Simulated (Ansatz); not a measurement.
# C2H7BSSi: small, medium and large basis sets

Aim: see how fast density functionals converge with the basis set for C2H7BSSi.

The runs use Ansatz 0.2.0, Gaussian basis; one geometry, several basis sets.

Plan: PBE0-D4/def2-SVP; ωB97M-V/def2-SVP; PBE0-D4/def2-QZVPP; ωB97M-V/def2-QZVPP; the functionals' def2-TZVPP values are taken from earlier runs.

## 1. Structure used throughout

An earlier PBE0-D4 in a triple-zeta def2 set relaxation fixed the geometry.

SMILES `[SiH3]CBC=S`, 12 atoms, charge 0, spin multiplicity 1.

Atoms are counted from 1 here; the program's logs count them from 0.

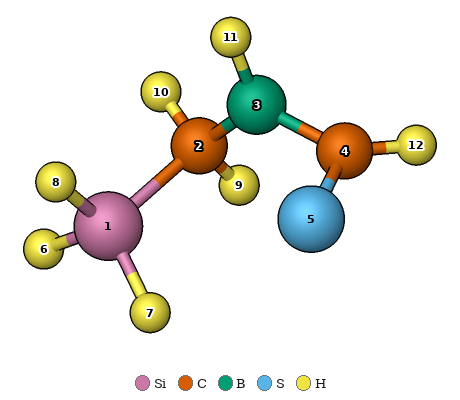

The geometry (silicon pink, carbon orange, boron teal, sulfur blue, hydrogen yellow); atoms are numbered from 1 in the order of the file.

## 2. PBE0-D4 in def2-SVP

in.yaml

```yaml
crystal:
  periodic: [false, false, false]
  atoms:
    - {symbol: Si, position_ang: [-1.069621, 0.809329, 1.031967]}
    - {symbol: C, position_ang: [0.623720, 0.016923, 0.762678]}
    - {symbol: B, position_ang: [0.573231, -0.985309, -0.419048]}
    - {symbol: C, position_ang: [0.869616, -0.565731, -1.869683]}
    - {symbol: S, position_ang: [-0.560677, -0.131365, -2.493559]}
    - {symbol: H, position_ang: [-1.049315, 1.546482, 2.326177]}
    - {symbol: H, position_ang: [-1.379396, 1.774777, -0.051351]}
    - {symbol: H, position_ang: [-2.132592, -0.225618, 1.092418]}
    - {symbol: H, position_ang: [1.333680, 0.838862, 0.629467]}
    - {symbol: H, position_ang: [0.841535, -0.502359, 1.701434]}
    - {symbol: H, position_ang: [0.228042, -2.119378, -0.238438]}
    - {symbol: H, position_ang: [1.798678, -0.511711, -2.438062]}
basis:
  gaussian: {orbitals: def2-SVP}
hamiltonian: {xc: pbe0, dispersion: d4}
output: {orbitals: {seedname: orbitals}}
```

Started as:

```bash
ansatz run in.yaml --threads 4 --pin off --events-out ev --progress --plain --max-ram 10444MiB
```

Log:

```text
Functional definition: PBE0
  name "PBE0"
  cite "Adamo & Barone, J. Chem. Phys. 110, 6158 (1999) doi:10.1063/1.478522"
  cite "Perdew, Burke & Ernzerhof, Phys. Rev. Lett. 77, 3865 (1996) doi:10.1103/PhysRevLett.77.3865"
  parent pbe
  parameter a = 0.25
  parameter kappa = 0.804
  parameter beta = 0.06672455060314922
  exchange = (1 - a)*pbe_x(kappa = kappa, mu = beta*pi^2/3) + a*exact_x
  correlation = pbe_c(beta = beta)
1280 factors; their error is unknown
mean field evaluation 1: about -21549.7535 eV, gradient 5.4e1 eV
mean field evaluation 2: about -21537.9521 eV, gradient 8.1e1 eV
mean field evaluation 4: about -21557.4602 eV, gradient 7.3e0 eV
mean field evaluation 8: about -21557.6049 eV, gradient 5.8e-2 eV
mean field evaluation 16: about -21557.7026 eV, gradient 2.9e-5 eV
mean field -21557.70264719 eV, -792.2309599484 hartree, gradient 2.9e-5 eV, S^2 0.000000; 0 other end points of the search recorded, 0 dependent functions left out
reference -21557.70267546 eV, -792.2309609874 hartree; 27, 27 occupied and 86, 86 virtual orbitals, 1280 factors
Total energy: -21557.96336595 eV, -792.2405411863 hartree
```

Wall time 0.7 s (4 threads of Intel Xeon 6975P-C, shared host); peak memory 0.28 GiB.

## 3. ωB97M-V in def2-SVP

Changes to in.yaml since step 2:

```diff
@@ -17,3 +17,3 @@
   gaussian: {orbitals: def2-SVP}
-hamiltonian: {xc: pbe0, dispersion: d4}
+hamiltonian: {xc: {name: wB97M-V}}
 output: {orbitals: {seedname: orbitals}}
```

The command is unchanged.

Log, shortened:

```text
Functional definition: wB97M-V
  name "wB97M-V"
  cite "Mardirossian & Head-Gordon, J. Chem. Phys. 144, 214110 (2016) doi:10.1063/1.4952647"
  cite "Becke, J. Chem. Phys. 107, 8554 (1997) doi:10.1063/1.475007"
  cite "Vydrov & Van Voorhis, J. Chem. Phys. 133, 244103 (2010) doi:10.1063/1.3521275"
  # Of w^i u^j: cxij and so on, Table III.
[...]
  gx(w, u) = 1 - cx + cx01*u + cx10*w
  gss(w, u) = css00 + css04*u^4 + css10*w + css20*w^2 + css43*w^4*u^3
  gos(w, u) = cos00 + cos10*w + (cos20 + cos21*u)*w^2 + (cos60 + cos61*u)*w^6
[...]
      + integral(e_c_pw_mod_opposite_spin*gos(b97_w_opposite, b97_u_opposite)) + vv10(b, c)
1277 factors; their error is unknown
369 factors; integrals over basis functions are off by at most 9.2e-6 eV
[...]
mean field -21565.54902734 eV, -792.5193091006 hartree, gradient 5.3e-5 eV, S^2 0.000000; 0 other end points of the search recorded, 0 dependent functions left out
reference -21565.54907285 eV, -792.5193107729 hartree; 27, 27 occupied and 86, 86 virtual orbitals, 1277 factors
Total energy: -21565.54907285 eV, -792.5193107729 hartree
```

Run time: 2.3 s. Hardware: 4 threads of Intel Xeon 6975P-C, shared host; peak memory 0.39 GiB.

## 4. PBE0-D4 in def2-QZVPP

Changes to in.yaml since step 3:

```diff
@@ -16,4 +16,4 @@
 basis:
-  gaussian: {orbitals: def2-SVP}
-hamiltonian: {xc: {name: wB97M-V}}
+  gaussian: {orbitals: "def2-QZVPP.json"}
+hamiltonian: {xc: pbe0, dispersion: d4}
 output: {orbitals: {seedname: orbitals}}
```

Same command.

Log:

```text
Functional definition: PBE0
  name "PBE0"
  cite "Adamo & Barone, J. Chem. Phys. 110, 6158 (1999) doi:10.1063/1.478522"
  cite "Perdew, Burke & Ernzerhof, Phys. Rev. Lett. 77, 3865 (1996) doi:10.1103/PhysRevLett.77.3865"
  parent pbe
  parameter a = 0.25
  parameter kappa = 0.804
  parameter beta = 0.06672455060314922
  exchange = (1 - a)*pbe_x(kappa = kappa, mu = beta*pi^2/3) + a*exact_x
  correlation = pbe_c(beta = beta)
1734 factors; their error is unknown
mean field evaluation 1: about -21554.8609 eV, gradient 7.3e1 eV
mean field evaluation 2: about -21530.0003 eV, gradient 1.1e2 eV
mean field evaluation 4: about -21567.8014 eV, gradient 9.5e0 eV
mean field evaluation 8: about -21568.0306 eV, gradient 2.1e-1 eV
mean field evaluation 16: about -21568.0465 eV, gradient 1.4e-4 eV
mean field -21568.04653101 eV, -792.6110906676 hartree, gradient 3.0e-5 eV, S^2 0.000000; 0 other end points of the search recorded, 0 dependent functions left out
reference -21568.04657610 eV, -792.6110923246 hartree; 27, 27 occupied and 494, 494 virtual orbitals, 1734 factors
Total energy: -21568.30726659 eV, -792.6206725235 hartree
```

Run time: 6 s. Hardware: 4 threads of Intel Xeon 6975P-C, shared host; peak memory 2.1 GiB.

## 5. ωB97M-V in def2-QZVPP

Changes to in.yaml since step 4:

```diff
@@ -17,3 +17,3 @@
   gaussian: {orbitals: "def2-QZVPP.json"}
-hamiltonian: {xc: pbe0, dispersion: d4}
+hamiltonian: {xc: {name: wB97M-V}}
 output: {orbitals: {seedname: orbitals}}
```

Launched as before.

Log, shortened:

```text
Functional definition: wB97M-V
  name "wB97M-V"
  cite "Mardirossian & Head-Gordon, J. Chem. Phys. 144, 214110 (2016) doi:10.1063/1.4952647"
  cite "Becke, J. Chem. Phys. 107, 8554 (1997) doi:10.1063/1.475007"
  cite "Vydrov & Van Voorhis, J. Chem. Phys. 133, 244103 (2010) doi:10.1063/1.3521275"
  # Of w^i u^j: cxij and so on, Table III.
[...]
  gx(w, u) = 1 - cx + cx01*u + cx10*w
  gss(w, u) = css00 + css04*u^4 + css10*w + css20*w^2 + css43*w^4*u^3
  gos(w, u) = cos00 + cos10*w + (cos20 + cos21*u)*w^2 + (cos60 + cos61*u)*w^6
[...]
      + integral(e_c_pw_mod_opposite_spin*gos(b97_w_opposite, b97_u_opposite)) + vv10(b, c)
1686 factors; their error is unknown
440 factors; integrals over basis functions are off by at most 7.4e-6 eV
[...]
mean field -21576.04102927 eV, -792.9048830597 hartree, gradient 8.2e-5 eV, S^2 0.000000; 0 other end points of the search recorded, 0 dependent functions left out
reference -21576.04110047 eV, -792.9048856762 hartree; 27, 27 occupied and 494, 494 virtual orbitals, 1686 factors
Total energy: -21576.04110047 eV, -792.9048856762 hartree
```

Run time: 13 s. Hardware: 4 threads of Intel Xeon 6975P-C, shared host; peak memory 2.6 GiB.

## 6. Density functionals: the series

The def2-TZVPP values come from earlier runs at the same geometry.

| functional | basis | functions | energy (eV) | from the largest (eV) | HOMO (eV) | LUMO (eV) |
| --- | --- | --- | --- | --- | --- | --- |
| PBE0-D4 | def2-SVP | 113 | -21557.9634 | 10.344 | -6.66 | -2.41 |
| PBE0-D4 | def2-TZVPP | 275 | -21567.5471 | 0.760 | -6.72 | -2.52 |
| PBE0-D4 | def2-QZVPP | 521 | -21568.3073 | 0.000 | -6.74 | -2.55 |
| ωB97M-V | def2-SVP | 113 | -21565.5491 | 10.492 | -8.76 | -0.14 |
| ωB97M-V | def2-TZVPP | 275 | -21575.3289 | 0.712 | -8.86 | -0.35 |
| ωB97M-V | def2-QZVPP | 521 | -21576.0411 | 0.000 | -8.89 | -0.41 |

## 7. What came out

| quantity | value |
| --- | --- |
| PBE0-D4: double and triple zeta above quadruple | 10.34, 0.76 eV |
| ωB97M-V: double and triple zeta above quadruple | 10.49, 0.71 eV |

PBE0-D4 gains 9.58 eV from double to triple zeta, then 0.76 eV more. Total energies overstate the basis error of differences, where much of it tends to cancel.

For PBE0-D4 the largest set took about 9 times as long as the smallest (6 s against 0.7 s).
